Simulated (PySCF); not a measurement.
# MnCl₂: relaxation and vibrations of the sextet

Where does sextet MnCl₂ go from a bent start, is the end point a minimum, and what are its modes, charges and moments?

Computed with PySCF 2.14.0. Level: PBE0, basis Mn def2-TZVP, Cl def2-TZVP, no relativity, density fitting.

## (1) The system as given

3 atoms, charge 0, spin multiplicity 6.

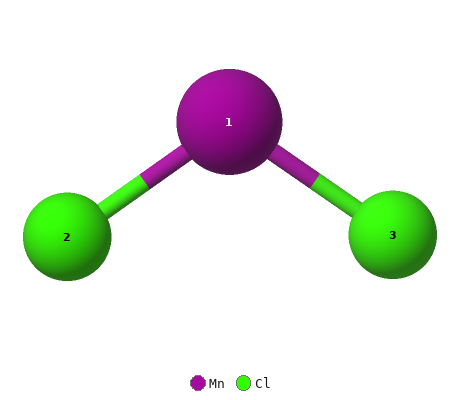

Start geometry, drawn with manganese purple, chlorine green; atoms are numbered from 1 in the order of the file.

Coordinates in bohr (charge 0 multiplicity 6):
```
Mn    0.0000    0.0000    0.0000
Cl    3.3747    0.0000    2.3629
Cl   -3.3747    0.0000    2.3629
```

## (2) Finding the electronic state

The steps below are one call of a driver around PySCF. For each, scf.py gives the equivalent set-up of the SCF; relaxations use the driver's own optimiser. After this first run the driver tries any further starts and a stability analysis.

scf.py reads:

```python
from pyscf import gto, scf, dft
mol = gto.M(atom='''
Mn     0.000000     0.000000     0.000000
Cl     1.785800     0.000000     1.250400
Cl    -1.785800     0.000000     1.250400''',
    basis={'Mn': 'def2-TZVP', 'Cl': 'def2-TZVP'},
    charge=0, spin=5)
mf = dft.UKS(mol, xc='PBE0')
mf.grids.atom_grid = (50, 194)
aux = {'Mn': 'def2-universal-JKFIT', 'Cl': 'def2-universal-JKFIT'}
mf = mf.density_fit(auxbasis=aux)
mf.conv_tol = 1e-08
mf.diis_space = 10
mf.max_cycle = 60
mf.init_guess = 'minao'
mf.verbose = 4
mf.kernel()
```

Command:

```
$ OMP_NUM_THREADS=4 python axn.py task.json out
```

Standard output:

```text
init E= -2069.75908809669
[... the frontier-level lines of each cycle are left out ...]
cycle= 1 E= -2061.70612398307  delta_E= 8.05  |g|= 3.93  |ddm|= 4.72
cycle= 2 E= -2012.18727087921  delta_E= 49.5  |g|= 12.6  |ddm|=  9.4
cycle= 3 E= -2047.19838719079  delta_E=  -35  |g|= 8.82  |ddm|= 5.62
cycle= 4 E= -2052.76659689075  delta_E= -5.57  |g|= 7.59  |ddm|=  1.2
cycle= 5 E= -2059.16541549154  delta_E= -6.4  |g|=  6.1  |ddm|= 2.08
cycle= 6 E= -2059.69205264208  delta_E= -0.527  |g|= 5.88  |ddm|= 0.169
cycle= 7 E= -2061.74405169527  delta_E= -2.05  |g|= 5.44  |ddm|= 0.558
cycle= 8 E= -2061.76071482697  delta_E= -0.0167  |g|= 5.44  |ddm|= 0.0361
cycle= 9 E= -2062.419520622  delta_E= -0.659  |g|= 5.27  |ddm|= 0.12
cycle= 10 E= -2063.20978283861  delta_E= -0.79  |g|=  5.1  |ddm|= 0.25
cycle= 11 E= -2063.82871369024  delta_E= -0.619  |g|= 4.96  |ddm|= 0.122
cycle= 12 E= -2052.26331249936  delta_E= 11.6  |g|= 5.83  |ddm|= 8.28
cycle= 13 E= -2070.70100719288  delta_E= -18.4  |g|= 0.747  |ddm|= 8.13
cycle= 14 E= -2070.9588535664  delta_E= -0.258  |g|= 0.383  |ddm|= 0.681
cycle= 15 E= -2071.02207097458  delta_E= -0.0632  |g|= 0.174  |ddm|= 0.223
cycle= 16 E= -2071.03347964387  delta_E= -0.0114  |g|= 0.075  |ddm|= 0.108
cycle= 17 E= -2071.03627845077  delta_E= -0.0028  |g|= 0.0232  |ddm|= 0.0728
cycle= 18 E= -2071.0365577416  delta_E= -0.000279  |g|= 0.00712  |ddm|= 0.0299
cycle= 19 E= -2071.03658114085  delta_E= -2.34e-05  |g|= 0.00142  |ddm|= 0.00542
cycle= 20 E= -2071.03658365573  delta_E= -2.51e-06  |g|= 0.000482  |ddm|= 0.00272
cycle= 21 E= -2071.03658386623  delta_E= -2.1e-07  |g|= 0.000262  |ddm|= 0.000929
cycle= 22 E= -2071.0365838931  delta_E= -2.69e-08  |g|= 1.99e-05  |ddm|= 0.000207
cycle= 23 E= -2071.03658389341  delta_E= -3.16e-10  |g|= 6.14e-06  |ddm|= 2.5e-05
Extra cycle  E= -2071.03658389343  delta_E= -1.82e-11  |g|= 5.63e-06  |ddm|= 1.02e-05
converged SCF energy = -2071.03658389343  <S^2> = 8.7685419  2S+1 = 6.0061775
```

This step, with its further starts and checks, took 14 s on 4 threads, shared host.

The starts that the driver tried:

```csv
start,energy (Eh)
the minimal-basis guess,-2071.036584
a thermally smeared density,-2071.036584
a smeared PBE density,-2071.036584
```

No lower solution of this spin turned up from the other starts or in the test of internal stability.

## (3) Bent start, sextet: relaxation

The program finds C2v symmetry in the start, which this walk keeps.

Changes to scf.py since step 2:

```diff
@@ -3,3 +3,3 @@
-Mn     0.000000     0.000000     0.000000
-Cl     1.785800     0.000000     1.250400
-Cl    -1.785800     0.000000     1.250400''',
+Mn     0.000000     0.000000    -0.700297
+Cl     1.785800    -0.000000     0.550103
+Cl    -1.785800     0.000000     0.550103''',
@@ -15 +14,0 @@
-mf.init_guess = 'minao'
```

Steps of the walk:

```csv
step,energy (Eh),change (kJ/mol),largest symmetric gradient (Eh/bohr)
0,-2071.036584,0.00,0.01434
1,-2071.042220,-14.80,0.01489
2,-2071.052908,-42.86,0.01785
3,-2071.056028,-51.05,0.01562
4,-2071.058404,-57.29,0.01183
5,-2071.061582,-65.63,0.00382
6,-2071.062220,-67.31,0.00649
7,-2071.062514,-68.08,0.00080
8,-2071.062555,-68.19,0.00020
9,-2071.062558,-68.20,0.00005
```

The walk took 16 s.

Geometry (Å) and forces (eV/Å) at some steps:

```
step 0
Mn   0.000   0.000  -0.700   0.000   0.000   0.738
Cl   1.786   0.000   0.550   0.511   0.000  -0.369
Cl  -1.786   0.000   0.550  -0.511   0.000  -0.369
step 1
Mn   0.000   0.000  -0.624   0.000   0.000   0.765
Cl   1.865   0.000   0.512   0.337   0.000  -0.383
Cl  -1.865   0.000   0.512  -0.337   0.000  -0.383
step 5
Mn   0.000   0.000  -0.046   0.000   0.000   0.197
Cl   2.164   0.000   0.223   0.020   0.000  -0.098
Cl  -2.164   0.000   0.223  -0.020   0.000  -0.098
step 9
Mn   0.000   0.000   0.133   0.000   0.000   0.001
Cl   2.181   0.000   0.134  -0.003   0.000   0.000
Cl  -2.181   0.000   0.134   0.003   0.000   0.000
```

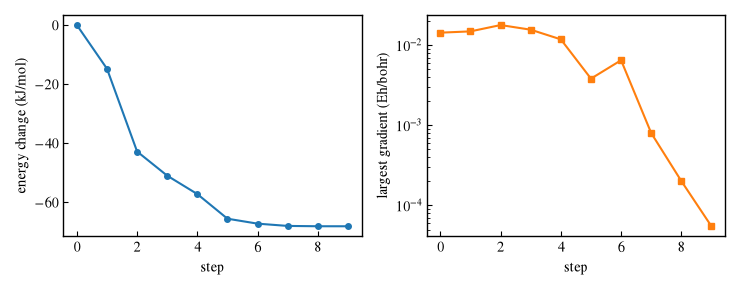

Energy and largest gradient along the walk.

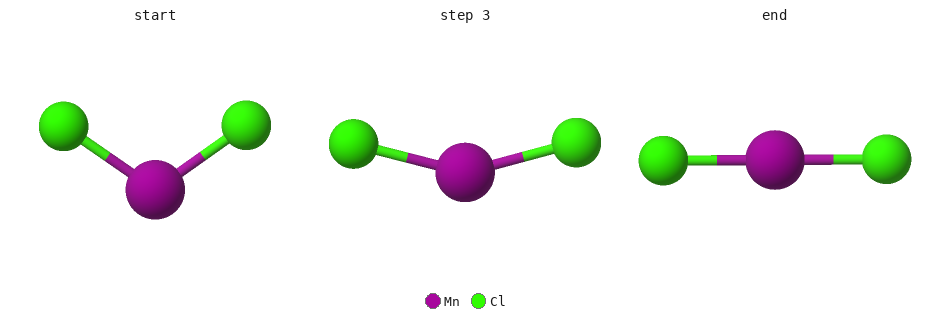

Start and end of the relaxation, with a step between.

It settles in D∞h symmetry, 68.2 kJ/mol below the start, after 9 steps: Mn–Cl 2.181 Å (×2); Cl–Mn–Cl 180.0°.

## (4) Frequencies

The point is checked on the finer grid, and tightened if its gradient asks for it. The Hessian and the dipole derivatives come from central differences of analytic gradients, with steps of 0.02 bohr.

Changes to scf.py since step 3:

```diff
@@ -3,3 +3,3 @@
-Mn     0.000000     0.000000    -0.700297
-Cl     1.785800    -0.000000     0.550103
-Cl    -1.785800     0.000000     0.550103''',
+Mn     0.000000     0.000000     0.000000
+Cl     2.180874     0.000000     0.000000
+Cl    -2.180874     0.000000     0.000000''',
@@ -9 +9 @@
-mf.grids.atom_grid = (50, 194)
+mf.grids.atom_grid = (75, 302)
@@ -12 +12 @@
-mf.conv_tol = 1e-08
+mf.conv_tol = 1e-10
```

The driver hands on the density of the step before, so the log starts near convergence.

Log of the central SCF (cycles and frontier levels):

```text
init E= -2071.06260368599
[... the frontier-level lines of each cycle are left out ...]
cycle= 1 E= -2071.06260368599  delta_E= 7.28e-12  |g|= 4.61e-06  |ddm|= 4.17e-06
Extra cycle  E= -2071.06260368597  delta_E= 2.09e-11  |g|= 9.04e-06  |ddm|= 7.53e-06
converged SCF energy = -2071.06260368597  <S^2> = 8.765979  2S+1 = 6.005324
```

The whole step took 17 s.

Geometry: D∞h; Mn–Cl 2.181 Å (×2); Cl–Mn–Cl 180.0°.

Harmonic modes (main isotopes):

```tsv
symmetry	ω (cm⁻¹)	IR (km/mol)	μ (u)	type
πu	79	44.2	43.91	bend
σg+	336	0.0	34.97	stretch
σu+	484	151	43.91	stretch
```

Every mode is real; the point is a minimum.

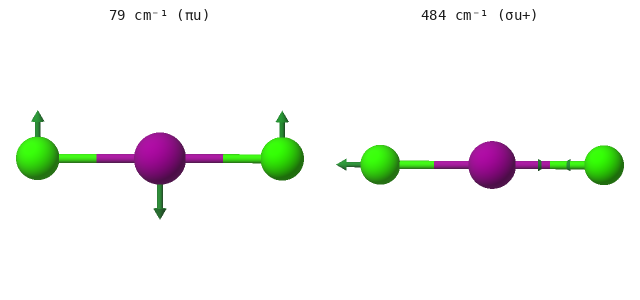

Displacements of 2 of the modes, as arrows (one member where a mode is degenerate).

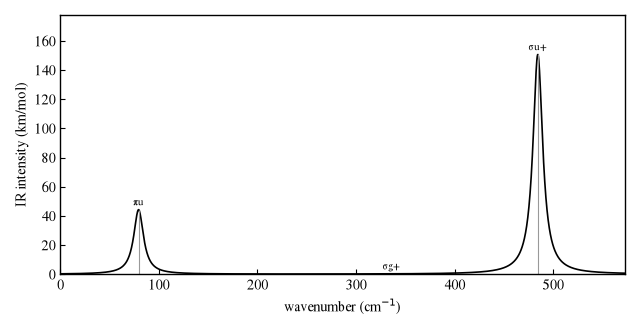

The harmonic infrared spectrum (widths in cm⁻¹). Lines are broadened to a width of 12 cm⁻¹ (Lorentzian).

Constants and moments:

```
Dipole moment                                                   : 0.00 D
Highest occupied level                                          : -8.53 eV
Lowest empty level                                              : -2.97 eV
Rotational constants                                            : 0.05068 cm⁻¹
Zero-point energy                                               : 5.9 kJ/mol
Principal polarisabilities                                      : 33.7, 33.7, 71.9 bohr³
Atomisation energy without zero-point energy                    : 804 kJ/mol
Principal traceless quadrupole moments about the centre of mass : -14.42, 7.21, 7.21 D Å
Entropy at 298.15 K and 1 bar (electronic part: spin only)      : 296.4 J/(mol K)
Heat capacity Cp at 298.15 K                                    : 57.6 J/(mol K)
Enthalpy at 298.15 K above 0 K                                  : 14.35 kJ/mol
Rotational symmetry number                                      : 2
Spin squared ⟨S²⟩                                               : 8.766
```

Charges (e) and bond orders:

```tsv
atom	Mulliken	Löwdin	polar tensor	spin (Mulliken)	Mayer order to Mn1
Mn1	0.85	0.11	1.28	4.93	–
Cl2,3	-0.42	-0.05	-0.64	0.03	0.99
```

Mulliken populations on Mn1: s 6.49, p 12.33, d 5.33, f 0.00.

## (5) Outcome

| quantity | value |
| --- | --- |
| minimum | sextet, D∞h |
| geometry | Mn–Cl 2.181 Å (×2); Cl–Mn–Cl 180.0° |
| wavenumbers (cm⁻¹) | 79 (πu), 336 (σg+), 484 (σu+) |
| dipole moment | 0.00 D |
| highest occupied, lowest empty level (either spin) | -8.53, -2.97 eV |
| polar-tensor charge of Mn1 | +1.28 e |
| zero-point energy | 5.9 kJ/mol |
| entropy at 298.15 K | 296.4 J/(mol K) |
| atomisation energy (no zero-point energy) | 804 kJ/mol |
| ⟨S²⟩ | 8.766 |

The bent start (C2v) ends in a minimum of D∞h symmetry. The strongest infrared band lies at 484 cm⁻¹ (σu+, stretch). The dipole vanishes although Mn1 carries +1.3 e by the polar tensor: the bond dipoles cancel. Most of the spin sits on Mn1 (Mulliken spin 4.93, against 5 for the whole molecule). Other starts or spin states, not run here, may lie lower. One determinant may miss the lowest occupation of an open d or f shell.

The search up to here took 47 s.
